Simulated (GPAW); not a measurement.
# An In chain with CO on top of one atom: relaxation, then transmission at several levels, part 3 of 3

How well does an In chain with CO on top of one atom conduct once its atoms have relaxed, and how much do cheaper levels lose?

GPAW 26.7.0; GPAW LCAO, PAW setups; relaxation of the junction within the symmetry of its start, lead ends held (the session's first sound run).

So far, transmission at the Fermi level (one spin): step 3 (GPAW, dzp, PBE, GPAW) 1.70; step 4 (basis szp(dzp), PBE, GPAW) 1.68; step 5 (basis sz(dzp), PBE, GPAW) 1.73; step 6 (RPBE) 1.69; step 7 (the structure as built: geometry = "as built", PBE, GPAW) 1.79.

### Step 9. Comparison

The curves are compared point by point over the common energies.

This step: comparison of transmission and cost over codes, levels and geometry (GPAW 26.7.0).

Ladder, by row:

```
    step  code  T at the Fermi level (sum over the listed spins)  conductance (G0)  r.m.s. T(E) from the first  wall time (s)  peak memory (GiB)  threads
     dzp  GPAW                                             1.699             1.685                           0          91.64               1.87        1
     szp  GPAW                                             1.676             1.661                     0.09735          68.77               1.83        1
      sz  GPAW                                             1.728             1.713                      0.2386          48.06               1.66        1
dzp-RPBE  GPAW                                             1.693             1.674                     0.03207          91.07               1.87        1
 asbuilt  GPAW                                             1.791             1.774                      0.5415          97.49               1.87        1
```

The transmission, zone mean, sum over the listed spins by energy, zero at the Fermi level:

```
energy (eV)     dzp      szp      sz  dzp-RPBE  asbuilt
     -2.000  0.0928   4.0e-9   0.356     0.171   0.0372
     -1.500  1.8e-9  8.2e-10  2.8e-9    2.4e-9   2.4e-8
     -1.000   0.811    0.854   0.840     0.808    0.841
     -0.500   0.942    0.960   0.942     0.940    0.868
     -0.275   0.999    0.999   0.998     0.999    0.873
      0.000    1.70     1.68    1.73      1.69     1.79
      0.500    1.98     2.02    2.16      1.95     1.80
      1.000    2.74     2.73    2.66      2.74     1.85
      1.175    2.84     2.80    2.67      2.84     1.87
      1.350    2.89     2.82    2.65      2.89     1.87
      1.425    2.89     2.81    2.62      2.89     1.86
      1.500    2.89     2.80    2.58      2.89     1.85
      2.000    2.37     2.03    1.73      2.38     1.62
```

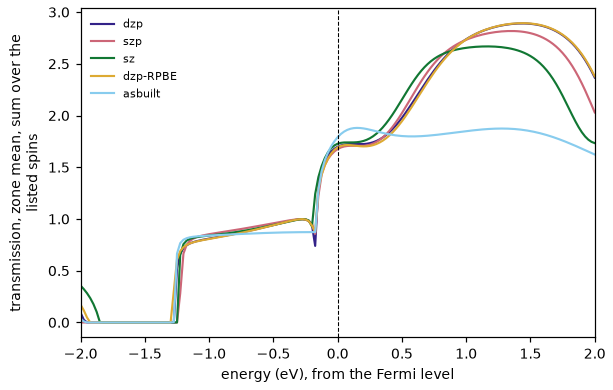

Transmission, zone mean, sum over the listed spins, plotted against energy.

### Step 10. A varied run

One more run, with changed settings.

This step: GPAW LCAO, PAW setups; Landauer transmission from Green's functions with principal layers (ASE), zero bias (GPAW 26.7.0).

run.py reads:

```python
import json
import numpy as np
from ase import Atoms
from ase.transport.calculators import TransportCalculator
from gpaw import GPAW, FermiDirac
from gpaw.lcao.tools import get_lcao_hamiltonian
from scipy.linalg import eigh

# The junction with lead layers at both ends, along the third cell vector
device = Atoms(
    ['In', 'In', 'In', 'In', 'In', 'In', 'In', 'C', 'O', 'In', 'In', 'In', 'In', 'In', 'In'],
    positions=[
        [4.50000, 4.50000, 1.47500],
        [4.50000, 4.50000, 4.42500],
        [4.50000, 4.50000, 7.37500],
        [4.50000, 4.50000, 10.32500],
        [4.50000, 4.50000, 13.27500],
        [5.11608, 4.50000, 16.33104],
        [3.92471, 4.50000, 19.17500],
        [6.33496, 4.50000, 19.17500],
        [7.51822, 4.50000, 19.17500],
        [5.11608, 4.50000, 22.01896],
        [4.50000, 4.50000, 25.07500],
        [4.50000, 4.50000, 28.02500],
        [4.50000, 4.50000, 30.97500],
        [4.50000, 4.50000, 33.92500],
        [4.50000, 4.50000, 36.87500]],
    cell=[[9.0, 0.0, 0.0], [0.0, 9.0, 0.0], [0.0, 0.0, 38.35]],
    pbc=True)

# One principal layer of the lead: the first 3 atoms of the device
lead = Atoms(
    ['In', 'In', 'In'],
    positions=[
        [4.50000, 4.50000, 1.47500],
        [4.50000, 4.50000, 4.42500],
        [4.50000, 4.50000, 7.37500]],
    cell=[[9.0, 0.0, 0.0], [0.0, 9.0, 0.0], [0.0, 0.0, 8.85]],
    pbc=True)

settings = dict(mode='lcao', basis='dzp', xc='PBE', h=0.18,
                occupations=FermiDirac(0.1), maxiter=3,
                mixer=dict(beta=0.1, nmaxold=8, weight=100.0),
                convergence=dict(density=0.0001))
energies = np.arange(-2, 2 + 1e-9, 0.025)
eta = 0.0001
n1, n2 = 1, 1
# k and -k transmit alike, so half of the mesh across the current serves
mesh = [(i, j) for i in range(n1) for j in range(n2) if (i, j) <= (-i % n1, -j % n2)]
weights = np.array([1 if (i, j) == (-i % n1, -j % n2) else 2 for i, j in mesh]) / (n1 * n2)


def ground_state(atoms, size, txt):
    atoms.calc = GPAW(kpts={'size': size, 'gamma': True}, symmetry={'tolerance': 1e-3}, txt=txt, **settings)
    atoms.get_potential_energy()
    return atoms.calc.get_fermi_level()


def blocks(atoms, fermi, points, nz, cells):
    """H - E_F S and S between cell 0 and the cells above it, at each point across the current."""
    kz = np.arange(nz) / nz
    calc = atoms.calc.fixed_density(kpts=[(*k, z) for k in points for z in kz], symmetry='off', txt=None)
    H, S = get_lcao_hamiltonian(calc)
    H = (H - fermi * S).reshape(len(H), len(points), nz, *S.shape[1:])
    S = S.reshape(H.shape[1:])
    phases = [np.exp(-2j * np.pi * kz * R) / nz for R in cells]
    return [(np.einsum('skzij,z->ksij', H, p), np.einsum('kzij,z->kij', S, p)) for p in phases]


def pair(a, b):
    return np.block([[a, b], [b.T.conj(), a]])


def count_channels(h, s, cells, nk=240):
    """Half the number of times that the lead's bands cross each energy, unfolded to its shortest repeat."""
    b = len(h) // cells
    bands = []
    for k in (np.arange(nk + 1) + 0.5) / nk:
        hk, sk = h[:b, :b].copy(), s[:b, :b].copy()
        for R in range(1, cells):
            phase, block = np.exp(2j * np.pi * k * R), slice(R * b, (R + 1) * b)
            hk += h[:b, block] * phase + (h[:b, block] * phase).T.conj()
            sk += s[:b, block] * phase + (s[:b, block] * phase).T.conj()
        w, u = eigh(sk)
        x = u[:, w > 1e-5] / w[w > 1e-5]**0.5  # drop near-dependent combinations
        bands.append(np.r_[eigh(x.T.conj() @ hk @ x, eigvals_only=True), [1e9] * (w <= 1e-5).sum()])
    below = np.array(bands)[:, :, None] < energies
    return (below[1:] != below[:-1]).sum((0, 1)) / 2


fermi_lead = ground_state(lead, (1, 1, 13), 'lead.txt')
fermi_device = ground_state(device, (1, 1, 2), 'device.txt')
T, channels, eigen, tail, misfit, shifts = [], [], [], 0.0, 0.0, []
for first in range(0, len(mesh), 493):
    points = [(i / n1, j / n2) for i, j in mesh[first:first + 493]]
    (H0k, S0k), (H1k, S1k), (H2k, _) = blocks(lead, fermi_lead, points, 5, range(3))
    [(Hk, Sk)] = blocks(device, fermi_device, points, 2, [0])
    tail = max(tail, abs(H2k).max())
    for H0, S0, H1, S1, H, S in zip(H0k, S0k, H1k, S1k, Hk, Sk):
        n = len(S0)
        # Shift the lead onto the potential of the device's first layer
        shift = ((H[:, 0, 0] - H0[:, 0, 0]) / S0[0, 0]).real.mean()
        shifts.append(shift)
        misfit = max(misfit, abs(H[:, :n, :n] - H0 - shift * S0).max())
        Tk, Ck, Ek = [], [], []
        for s in range(len(H)):
            t = s % len(H0)  # a lead without moments serves both spins
            h1, s1 = pair(H0[t] + shift * S0, H1[t] + shift * S1), pair(S0, S1)
            leads = dict(h1=h1, s1=s1, energies=energies, eta=eta, eta1=eta, eta2=eta)
            calc = TransportCalculator(h=H[s], s=S, eigenchannels=3, **leads)
            Tk.append(calc.get_transmission())
            Ek.append(np.sort(calc.eigenchannels_ne, axis=0)[::-1])
            Ck.append(count_channels(h1, s1, 6))
        T.append(Tk)
        channels.append(Ck)
        eigen.append(Ek)
T, channels = np.array(T), np.array(channels)
mean, open_channels = np.einsum('kse,k->se', T, weights), np.einsum('kse,k->se', channels, weights)

print(f'basis functions: device {len(S)}, principal layer {n}')
print(f'Fermi level: lead {fermi_lead:.4f} eV, device {fermi_device:.4f} eV; lead shifted by {np.mean(shifts):.4f} eV')
print(f'largest coupling past the next layer {tail:.2e} eV, largest misfit of the first layer {misfit:.3f} eV')
print('  E-E_F (eV)   ' + 'T (one spin)  channels')
for e, t, c in zip(energies, mean.T, open_channels.T):
    print(f'{e:10.3f}  ', *[f'{x:11.4e}' for x in t], *[f'{x:9.4f}' for x in c])

kT = 8.617333e-5 * 300
fine = np.linspace(energies[0], energies[-1], 4001)
both = np.exp(np.interp(fine, energies, np.log(np.maximum(mean.sum(0) * 2 / len(mean), 1e-30))))
fermi = lambda mu: 1 / (1 + np.exp(np.clip((fine - mu) / kT, -200, 200)))
slope = fermi(0) * (1 - fermi(0)) / kT
G = np.trapezoid(both * slope, fine) / 2
seebeck = -np.trapezoid(both * slope * fine, fine) / (2 * G * 300) * 1e6
print(f'conductance at 300 K: {G:.5g} G0 a cell; thermopower {seebeck:.4g} uV/K')
bias = [0.1, 0.2, 0.5, 1.0, 1.5, 2.0]
current = [38.74 * np.trapezoid(both * (fermi(V / 2) - fermi(-V / 2)), fine) for V in bias]
for V, I in zip(bias, current):
    print(f'current from the zero-bias T(E) at {V} V: {I:.5g} uA')
zero = abs(energies).argmin()
json.dump(dict(energies=energies.tolist(), T=mean.tolist(), channels=open_channels.tolist(), G=G, seebeck=seebeck,
               bias=bias, current=current, tail=tail, misfit=misfit, shift=np.mean(shifts), n_device=len(S), n_lead=n,
               fermi=[fermi_lead, fermi_device], energy=device.get_potential_energy(),
               moments=device.get_magnetic_moments().tolist(), mesh=mesh, weights=weights.tolist(),
               T_k=T[:, :, zero].tolist(), eigen=np.array(eigen[0]).tolist()), open('result.json', 'w'))
```

Run with:

```bash
> OMP_NUM_THREADS=1 OPENBLAS_NUM_THREADS=1 python run.py
```

The program printed:

```text
gpaw.KohnShamConvergenceError
```

The job ended after 5.1 s (1 thread of Arm Neoverse V2, shared host; peak memory 0.49 GiB).

No converged result was reached; the numbers in the log don't describe the system.

The fault put into the input: too few SCF iterations (maxiter = 3).

### Step 11. What came out

```json
{
  "conductance": "1.68 G₀",
  "transmission at the Fermi level, mean of the spins": "1.70",
  "open channels of the lead there": "3"
}
```

In the dzp basis the junction conducts 1.68 G₀ at 300 K, with T = 1.70 a spin at the Fermi level; the sz basis reaches that conductance within 10 %. Relaxation moved atoms by up to 0.63 Å and took the conductance from 1.77 to 1.68 G₀, as a ratio a larger change than the step from dzp to the minimal basis. The scatterer reflects about 43 % of the incoming channels at the Fermi level. At the Fermi level the three most open eigenchannels pass 0.88, 0.75 and 0.071. Measured against the first run (dzp), the nearest curve is that of dzp-RPBE (r.m.s. 0.032) and the farthest that of asbuilt (0.54). Over the compared runs wall time goes from 48 s (sz) to 97 s (asbuilt), on a shared host. The leads kept an estimated spacing and the cell its length, so the junction may be under some tension or compression. The geometry comes from the orbital basis, which tends to overbind, and kept the symmetry of the start, so a structure of lower symmetry may lie lower. The run had no spin polarisation, so a magnetic state, which chains and small molecules with open shells often have, wasn't tested. Spin-orbit coupling is left out, which matters for the heavy atoms here. An evenly spaced straight chain is an idealisation: free chains tend to dimerise, zigzag or, where a band edge lies near the Fermi level, turn magnetic. The currents use the zero-bias T(E) throughout, which holds only while the bias is small against the distance to the nearest feature. The thermopower isn't quoted: it samples T(E) farther from the Fermi level than the conductance does, and the energy grid wasn't tested for it.

[Logs are printed without paths, hosts, clocks, repeated set-up lines and the standing remarks that a program may print on its own settings, such as how far it seeks lower states.]

[Hosts, paths, dates, database ids (printed as entryN), source tags and the programs' standing remarks are cut or masked in the printed files.]
